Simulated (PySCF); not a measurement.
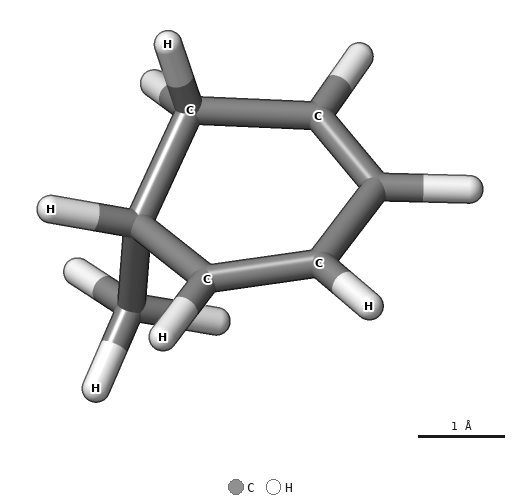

*The structure as given in the input (stick view, seen at a tilt).*

**Geometry relaxation of C$_{7}$H$_{10}$**

The run: geometry relaxation of C$_{7}$H$_{10}$. Method and program: PBE0-D3(BJ)/def2-SVP geometry optimisation, gas phase (PySCF 2.14.0).

### The program's output
```
step   0  E = -272.21930657  max force = 0.010829
step   1  E = -272.22115620  max force = 0.001892
step   2  E = -272.22117711  max force = 0.000096
step   3  E = -272.22117811  max force = 0.000053
optimisation converged
```

### Trajectory as extended XYZ (Å, eV, eV/Å), 4 frames, from step=0 to step=3
```
17
Properties=species:S:1:pos:R:3:forces:R:3 step=0 energy=-7407.46463
C     1.3956    0.4640   -0.1716   -0.0142   0.3219   0.0616
C     1.1720   -0.8475   -0.1319   -0.3298  -0.5354   0.1165
C    -0.2217   -1.4062   -0.2149   -0.1768   0.3070  -0.3014
C    -1.2345   -0.4329    0.3991    0.4547   0.0145  -0.2242
C    -0.9517    0.9908    0.0267   -0.4729  -0.4120   0.1590
C     0.2899    1.4016   -0.2214    0.2956   0.0078  -0.0986
H     2.3996    0.8631   -0.1673    0.4831   0.0963  -0.0332
H     1.9864   -1.5571   -0.1192    0.4710  -0.2741  -0.0037
H    -0.2675   -2.3547    0.3309   -0.0079  -0.1888   0.1336
H    -2.2435   -0.7123    0.0889   -0.3335  -0.1095   0.0008
H    -1.2003   -0.5084    1.4933   -0.0675  -0.0409   0.3515
H    -1.7861    1.6771    0.0257   -0.3197   0.4215  -0.0422
H     0.5081    2.4336   -0.4534    0.0105   0.4986  -0.0733
C    -0.5513   -1.6863   -1.6869    0.1549  -0.0008   0.5568
H     0.1867   -2.3564   -2.1227    0.2639  -0.2643  -0.2382
H    -1.5334   -2.1467   -1.7764   -0.4109  -0.2023  -0.0882
H    -0.5482   -0.7558   -2.2501   -0.0005   0.3606  -0.2770
17
Properties=species:S:1:pos:R:3:forces:R:3 step=1 energy=-7407.51496
C     1.4011    0.4673   -0.1548    0.0844  -0.0035   0.0079
C     1.1750   -0.8569   -0.1267    0.0522  -0.0227   0.0008
C    -0.2269   -1.4020   -0.2302    0.0154  -0.0756   0.0584
C    -1.2305   -0.4309    0.4008   -0.0973  -0.0324   0.0395
C    -0.9656    0.9977    0.0312   -0.0168   0.0599  -0.0136
C     0.2895    1.4113   -0.2120   -0.0234   0.0879  -0.0143
H     2.4244    0.8559   -0.1526   -0.0320  -0.0126   0.0028
H     2.0124   -1.5632   -0.1195   -0.0302   0.0174  -0.0055
H    -0.2798   -2.3560    0.3232   -0.0068   0.0435  -0.0182
H    -2.2574   -0.7234    0.1215    0.0400   0.0053   0.0188
H    -1.1858   -0.5128    1.5065    0.0111  -0.0047  -0.0424
H    -1.7978    1.7093    0.0169    0.0233  -0.0276   0.0044
H     0.4970    2.4624   -0.4351   -0.0056  -0.0337   0.0070
C    -0.5516   -1.6935   -1.6967   -0.0296   0.0053  -0.0755
H     0.1888   -2.3764   -2.1423   -0.0136   0.0121   0.0166
H    -1.5468   -2.1581   -1.7965    0.0264   0.0117   0.0031
H    -0.5465   -0.7613   -2.2845    0.0026  -0.0302   0.0102
17
Properties=species:S:1:pos:R:3:forces:R:3 step=2 energy=-7407.51553
C     1.4023    0.4672   -0.1514   -0.0022  -0.0006   0.0003
C     1.1752   -0.8573   -0.1280    0.0017   0.0017   0.0004
C    -0.2277   -1.4025   -0.2324   -0.0006   0.0049   0.0004
C    -1.2311   -0.4315    0.4016   -0.0009  -0.0001  -0.0048
C    -0.9658    0.9987    0.0320    0.0030   0.0026   0.0010
C     0.2898    1.4131   -0.2086   -0.0004  -0.0026   0.0009
H     2.4249    0.8549   -0.1469   -0.0004  -0.0005   0.0007
H     2.0110   -1.5641   -0.1241   -0.0022   0.0010  -0.0013
H    -0.2821   -2.3554    0.3197   -0.0001  -0.0030   0.0018
H    -2.2577   -0.7244    0.1275   -0.0017  -0.0014   0.0020
H    -1.1789   -0.5146    1.5056    0.0028  -0.0005  -0.0015
H    -1.7981    1.7087    0.0175    0.0011  -0.0016   0.0002
H     0.4979    2.4633   -0.4304    0.0003   0.0000   0.0007
C    -0.5531   -1.6927   -1.7007   -0.0012   0.0002  -0.0024
H     0.1854   -2.3785   -2.1434   -0.0037   0.0010   0.0022
H    -1.5490   -2.1540   -1.8003    0.0027   0.0013  -0.0008
H    -0.5438   -0.7620   -2.2892    0.0017  -0.0024   0.0004
17
Properties=species:S:1:pos:R:3:forces:R:3 step=3 energy=-7407.51556
C     1.4026    0.4662   -0.1499   -0.0023   0.0007   0.0005
C     1.1747   -0.8583   -0.1289   -0.0023   0.0004  -0.0008
C    -0.2284   -1.4026   -0.2341   -0.0004   0.0023  -0.0010
C    -1.2308   -0.4319    0.4018    0.0018   0.0011  -0.0023
C    -0.9652    0.9987    0.0338    0.0007  -0.0019   0.0005
C     0.2906    1.4128   -0.2058    0.0007  -0.0027   0.0004
H     2.4254    0.8532   -0.1445    0.0007   0.0000   0.0001
H     2.0101   -1.5655   -0.1268    0.0010  -0.0009  -0.0004
H    -0.2834   -2.3562    0.3167    0.0001  -0.0010   0.0002
H    -2.2580   -0.7244    0.1296   -0.0012   0.0000   0.0000
H    -1.1763   -0.5163    1.5055    0.0007  -0.0002   0.0008
H    -1.7973    1.7088    0.0198   -0.0003   0.0008   0.0003
H     0.4994    2.4632   -0.4262    0.0005   0.0008   0.0005
C    -0.5541   -1.6908   -1.7029    0.0007   0.0000   0.0024
H     0.1827   -2.3784   -2.1452   -0.0003  -0.0007  -0.0004
H    -1.5509   -2.1496   -1.8032   -0.0009   0.0003  -0.0005
H    -0.5420   -0.7601   -2.2911    0.0009   0.0010  -0.0002
```

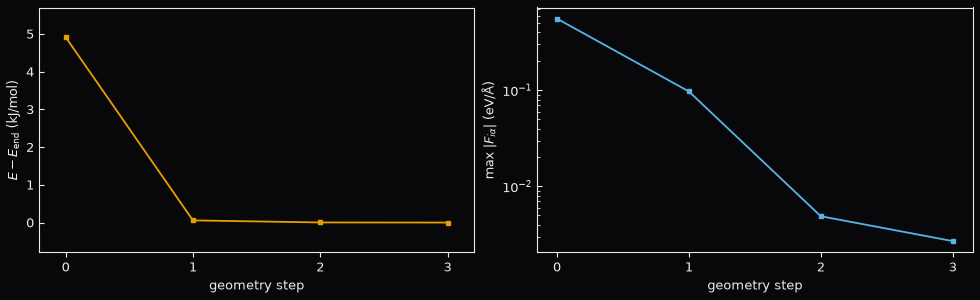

*Progress of the relaxation, step by step (steps are counted from 0).*

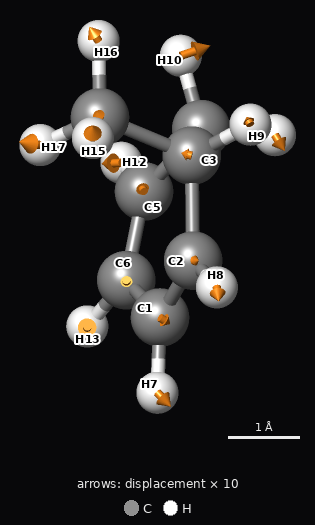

*The starting structure with the displacements as orange arrows, magnified 10 times (ball-and-stick view, seen at an oblique angle). The two geometries are laid on each other by the best rigid fit.*

The energy falls by 4.91 kJ/mol in 3 geometry steps. Largest force component: 0.56 eV/Å at the start, 0.0027 eV/Å at the end. The largest move after the best rigid fit is that of H10, 0.046 Å. By element the largest moves are H 0.046 Å, C 0.019 Å. Distances before and after: C1–H7 1.080 → 1.094 Å, C1–C2 1.331 → 1.344 Å, C14–H15 1.088 → 1.101 Å, C4–H11 1.097 → 1.108 Å. (Atoms are counted from 1 in the order of the input.)

The run was set up as follows.

### Input
```
{"job": {"xc": "PBE0", "basis": "def2-SVP", "d3": "d3bj", "grid": 1, "kind": "geom"}, "charge": 0, "multiplicity": 1}
C      1.395546     0.464001    -0.171603
C      1.172016    -0.847511    -0.131900
C     -0.221735    -1.406248    -0.214910
C     -1.234489    -0.432871     0.399073
C     -0.951675     0.990838     0.026744
C      0.289918     1.401571    -0.221419
H      2.399612     0.863101    -0.167303
H      1.986364    -1.557073    -0.119226
H     -0.267531    -2.354702     0.330902
H     -2.243518    -0.712299     0.088943
H     -1.200307    -0.508401     1.493279
H     -1.786099     1.677082     0.025665
H      0.508090     2.433597    -0.453414
C     -0.551265    -1.686306    -1.686878
H      0.186705    -2.356412    -2.122749
H     -1.533407    -2.146670    -1.776408
H     -0.548161    -0.755805    -2.250094
```

The first line tells a small driver script what to run in PySCF; the rest is the geometry in Å.

Launch command:
```bash
OMP_NUM_THREADS=1 python <driver script> task.json out
```

### Summary

```json
{"quantity": "outcome", "value": "converged"}
{"quantity": "total energy", "value": "−272.221178 hartree"}
{"quantity": "dipole moment", "value": "0.43 D"}
{"quantity": "point group", "value": "C1"}
{"quantity": "hardware", "value": "1 CPU thread, shared host"}
{"quantity": "wall time", "value": "32 s"}
{"quantity": "peak memory", "value": "0.69 GiB"}
```
